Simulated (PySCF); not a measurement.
**C2H7FSeSi (SMILES C[Se]C(F)[SiH3]) at 6 levels**

We compute a comparison of 6 runs (HF/3-21G, HF/def2-SVP, B3LYP/6-31G*, PBE/def2-SVP, TPSSh/def2-SVP, MP2/pcseg-1) of C2H7FSeSi. The job is set up through a Python script.

The results are computed with PySCF 2.14.0.

**1. The system as given**

C2H7FSeSi: 12 atoms, total charge 0, spin state singlet. SMILES: `C[Se]C(F)[SiH3]`. Geometry: a GFN2-xTB relaxation, a rough one for these elements and not checked as a minimum. This is one conformer, not always the lowest.

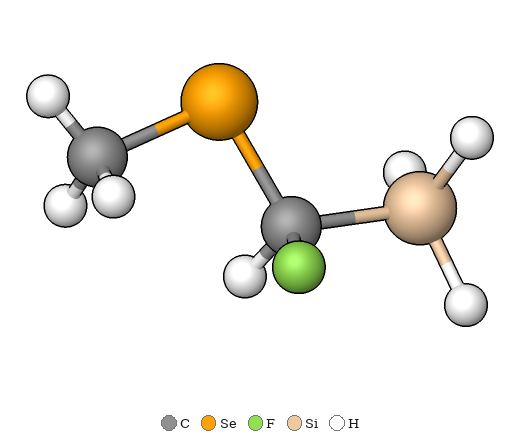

The structure, seen from a chosen angle (carbon grey, selenium orange, fluorine green, silicon light orange, hydrogen white).

**2. Energy and forces at HF/3-21G (run 1)**

Contents of calc.py:

```python
from pyscf import gto, scf

mol = gto.M(
    atom='''
C   -1.315800   1.322690   1.551500
Se   0.491120   0.734440   1.097280
C    0.000530  -0.351360  -0.469600
F   -0.841950  -1.358550  -0.050200
Si   1.546390  -1.107480  -1.334750
H   -1.246630   1.916370   2.459300
H   -1.934510   0.444790   1.722570
H   -1.714850   1.925130   0.737550
H   -0.599300   0.289000  -1.126830
H    2.325280   0.022300  -1.838410
H    2.270800  -1.890850  -0.338310
H    1.018920  -1.946480  -2.410090
''',
    basis='3-21g',
    verbose=3,
    max_memory=1860,
)

mf = scf.RHF(mol)
mf.conv_tol = 1e-10
mf.kernel()
if not mf.converged:
    mf = mf.newton().run(mf.mo_coeff, mf.mo_occ)

e_tot = mf.e_tot
print('E = %.10f Eh' % e_tot)
grad = mf.nuc_grad_method().kernel()
mf.analyze()
```

Started as:

```
$ OMP_NUM_THREADS=1 python calc.py
```

The program printed:

```text
converged SCF energy = -2854.12190247785
[... 20 lines left out ...]
MO #11  energy= -6.56417183040908  occ= 2
[... 12 lines left out ...]
MO #24  energy= -1.02555352142716  occ= 2
[... 12 lines left out ...]
MO #37  energy= -0.40657456894065  occ= 2
[... 12 lines left out ...]
MO #50  energy= 0.465419737032212  occ= 0
[... 12 lines left out ...]
MO #63  energy= 1.25916812155651   occ= 0
[... 12 lines left out ...]
MO #76  energy= 3.98664842284651   occ= 0
[... 13 lines left out ...]
Dipole moment(X, Y, Z, Debye):  0.04648,  1.23839, -1.11778
```

Wall time 4.8 s (1 thread of Arm Neoverse V1, shared host); peak memory 0.15 GiB.

**3. Energy and gradient at HF/def2-SVP (run 2)**

Contents of job.py:

```python
# C[Se]C(F)[SiH3]
import pyscf.grad
from pyscf import gto, scf

mol = gto.M(
    atom='''
C       -1.315800       1.322690       1.551500
Se       0.491120       0.734440       1.097280
C        0.000530      -0.351360      -0.469600
F       -0.841950      -1.358550      -0.050200
Si       1.546390      -1.107480      -1.334750
H       -1.246630       1.916370       2.459300
H       -1.934510       0.444790       1.722570
H       -1.714850       1.925130       0.737550
H       -0.599300       0.289000      -1.126830
H        2.325280       0.022300      -1.838410
H        2.270800      -1.890850      -0.338310
H        1.018920      -1.946480      -2.410090
''',
    basis='def2-svp',
    max_memory=1860,
    verbose=4,
    spin=0,
    charge=0,
)

mf = scf.RHF(mol)
mf.conv_tol = 1e-10
mf.kernel()
if not mf.converged:
    mf = mf.newton().run(mf.mo_coeff, mf.mo_occ)

etot = mf.e_tot
print('Final energy', etot)
grad = mf.Gradients().kernel()
mf.analyze()
```

Started as:

```
$ OMP_NUM_THREADS=1 python job.py
```

The program printed:

```text
PySCF version 2.14.0

[... 103 lines left out ...]
MO #12  energy= -6.62586896136692  occ= 2
[... 22 lines left out ...]
MO #35  energy= -0.491347631121376 occ= 2
[... 22 lines left out ...]
MO #58  energy= 0.628599319150945  occ= 0
[... 22 lines left out ...]
MO #81  energy= 1.19110459732048   occ= 0
[... 22 lines left out ...]
MO #104 energy= 2.27544608360555   occ= 0
[... 22 lines left out ...]
MO #127 energy= 4.19733118183175   occ= 0
[... 142 lines left out ...]
Dipole moment(X, Y, Z, Debye): -0.19371,  1.08031, -1.03536
```

Wall time 20 s (1 thread of Arm Neoverse V1, shared host); peak memory 0.37 GiB.

Runs 3 to 4 aren't shown in full; the table further down has their settings and results.

**4. Energy and gradient at TPSSh/def2-SVP (run 5)**

Contents of job.py:

```python
import pyscf.grad
from pyscf import gto, dft

mol = gto.M(
    atom='''
C   -1.315800   1.322690   1.551500
Se   0.491120   0.734440   1.097280
C    0.000530  -0.351360  -0.469600
F   -0.841950  -1.358550  -0.050200
Si   1.546390  -1.107480  -1.334750
H   -1.246630   1.916370   2.459300
H   -1.934510   0.444790   1.722570
H   -1.714850   1.925130   0.737550
H   -0.599300   0.289000  -1.126830
H    2.325280   0.022300  -1.838410
H    2.270800  -1.890850  -0.338310
H    1.018920  -1.946480  -2.410090
''',
    max_memory=1860,
    basis='def2-svp',
    charge=0,
    verbose=4,
)

mf = dft.RKS(mol, xc='tpssh')
mf.grids.level = 5
mf.conv_tol = 1e-10
mf.kernel()
if not mf.converged:
    mf = mf.newton().run(mf.mo_coeff, mf.mo_occ)

etot = mf.e_tot
print('Final energy', etot)
grad = mf.Gradients().kernel()
dip = mf.dip_moment()
pop, q = mf.mulliken_pop()
```

Started as:

```
$ OMP_NUM_THREADS=1 python job.py
```

The program printed:

```text
PySCF version 2.14.0

[... 81 lines left out ...]
converged SCF energy = -2870.73183966914
Final energy -2870.731839669144
[... 12 lines left out ...]
Dipole moment(X, Y, Z, Debye): -0.38494,  0.85602, -0.86460
[... 140 lines left out ...]
charge of   11H =     -0.06589
```

Wall time 2.6 min (1 thread of Arm Neoverse V1, shared host); peak memory 1.4 GiB.

**5. Energy and gradient at MP2/pcseg-1 (run 6)**

Contents of input.py:

```python
import pyscf.grad
from pyscf import gto, scf, mp

molecule = gto.M(
    atom='''
C     -2.486502     2.499522     2.931910
Se     0.928082     1.387890     2.073559
C      0.001002    -0.663974    -0.887415
F     -1.591055    -2.567287    -0.094864
Si     2.922254    -2.092834    -2.522312
H     -2.355789     3.621414     4.647403
H     -3.655694     0.840531     3.255186
H     -3.240597     3.637968     1.393768
H     -1.132513     0.546131    -2.129400
H      4.394142     0.042141    -3.474091
H      4.291190    -3.573189    -0.639313
H      1.925480    -3.678314    -4.554410
''',
    charge=0,
    unit='bohr',
    verbose=4,
    basis='pcseg-1',
    max_memory=1860,
)

mf = scf.RHF(molecule)
mf.conv_tol = 1e-10
mf.kernel()
if not mf.converged:
    mf = mf.newton().run(mf.mo_coeff, mf.mo_occ)

pt = mp.MP2(mf, frozen=17).run()
e_final = pt.e_tot
print('E(%s) = %.9f' % ('MP2', e_final))
grad = pt.Gradients().kernel()
mf.analyze()
```

Started as:

```
$ OMP_NUM_THREADS=1 python input.py
```

The program printed:

```text
PySCF version 2.14.0

[... 108 lines left out ...]
MO #12  energy= -6.64088443483417  occ= 2
[... 21 lines left out ...]
MO #34  energy= -0.504894006309476 occ= 2
[... 21 lines left out ...]
MO #56  energy= 0.52989162312749   occ= 0
[... 21 lines left out ...]
MO #78  energy= 1.17155287719443   occ= 0
[... 21 lines left out ...]
MO #100 energy= 2.31435264203991   occ= 0
[... 21 lines left out ...]
MO #122 energy= 3.67746515721077   occ= 0
[... 137 lines left out ...]
Dipole moment(X, Y, Z, Debye): -0.23541,  1.14280, -1.13118
```

It took 52 s on 1 thread of Arm Neoverse V1, shared host; peak memory 1.7 GiB.

**6. Overview of the runs**

```
run                               level  Cartesian functions  integration grid   energy (Eh)  dipole moment (D) of the reference  HOMO energy (eV)  LUMO energy (eV)  wall time
  1                            HF/3-21G                   no                 –  -2854.121902                                1.67             -8.94              3.80      4.8 s
  2                         HF/def2-SVP                   no                 –  -2867.466857                                1.51             -9.02              3.62       20 s
  3  B3LYP/6-31G* (Cartesian functions)                  yes                 5  -2871.028022                                1.35             -5.99              0.06       79 s
  4                        PBE/def2-SVP                   no                 5  -2870.039243                                1.19             -5.08             -0.65       79 s
  5                      TPSSh/def2-SVP                   no                 5  -2870.731840                                1.28             -5.70             -0.17    2.6 min
  6                         MP2/pcseg-1                   no                 –  -2868.295011                                1.63             -9.10              3.03       52 s
```

**7. Summary of results**

```
                                           quantity           value
                                run 6: total energy  -2868.29501 Eh
        run 6: dipole moment (Hartree–Fock density)          1.63 D
         run 6: HOMO energy (Hartree–Fock orbitals)        -9.10 eV
         run 6: LUMO energy (Hartree–Fock orbitals)         3.03 eV
       run 6: HOMO–LUMO gap (Hartree–Fock orbitals)        12.12 eV
run 6: correlation energy (17 core orbitals frozen)      -687.5 mEh
                    run 6: largest force on an atom      1.259 eV/Å
```

What this shows: Over runs 1, 2, 3, 4, 5 the dipole moment (its size) runs from 1.19 D (PBE/def2-SVP) to 1.67 D (HF/3-21G). The two ends differ in method and basis. Over runs 1, 2, 3, 4, 5 the HOMO–LUMO gap runs from 4.44 eV (PBE/def2-SVP) to 12.74 eV (HF/3-21G). Totals of different functionals can't be ranked against each other. All runs together took 6.5 min, the longest 2.6 min.
